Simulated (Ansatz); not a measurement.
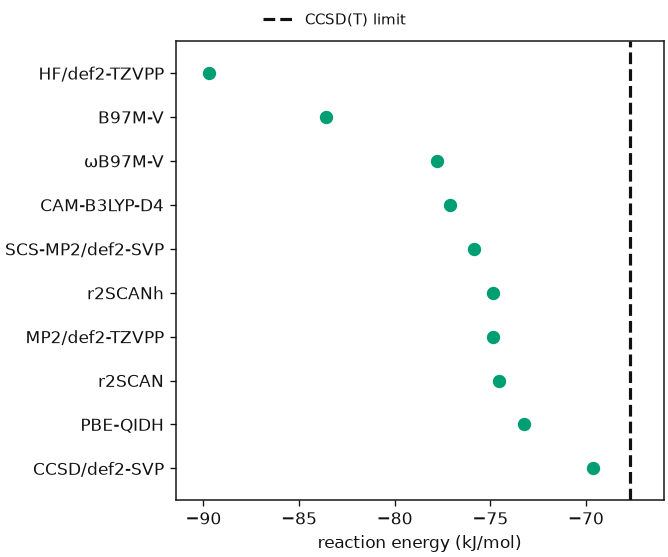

Electronic reaction energy of SnSiH₆S (S[SiH2][SnH3]) + HCl (Cl) → SiH₃SCl (S[SiH2]Cl) + SnH₄ ([SnH4]) (SMILES in brackets) at several levels (functionals in def2-TZVPP unless a basis is named), isolated molecules at PBE0-D4 triple-zeta geometries, minima by their frequencies, no zero-point or thermal terms, the Ansatz code. The line is frozen-core CCSD(T) at the basis limit (MP2 extrapolated from triple and quadruple zeta, plus CCSD(T) less MP2 in a smaller set). PBE-QIDH holds a correlation term that converges slowly with the basis, so part of the distance to the limit is basis error. No dispersion term is added to r2SCANh, r2SCAN and PBE-QIDH. The distance of SCS-MP2/def2-SVP, MP2/def2-TZVPP and CCSD/def2-SVP to the limit includes basis error. Core potentials past Kr.

What do zero-point energy and temperature add?

Answer. Zero-point change 2.1 kJ/mol; at 298.15 K and 1 bar the CCSD(T) limit plus thermal terms gives an enthalpy of reaction of −69.1 and a free energy of −64.3 kJ/mol (harmonic PBE0-D4 modes, ideal gas).

Give the values.

Answer.
```
           level  kJ/mol  less CCSD(T) limit
   HF/def2-TZVPP   −89.7               −22.0
          B97M-V   −83.6               −15.9
         ωB97M-V   −77.8               −10.1
    CAM-B3LYP-D4   −77.1                −9.4
SCS-MP2/def2-SVP   −75.9                −8.2
         r2SCANh   −74.9                −7.2
  MP2/def2-TZVPP   −74.8                −7.2
          r2SCAN   −74.5                −6.9
        PBE-QIDH   −73.2                −5.5
   CCSD/def2-SVP   −69.6                −2.0
   CCSD(T) limit   −67.7                 0.0
```

Note: outer-core shells are correlated without core-valence functions, which makes the correlated values less sure; spin-orbit coupling is left out, and with Sn it can shift these values.
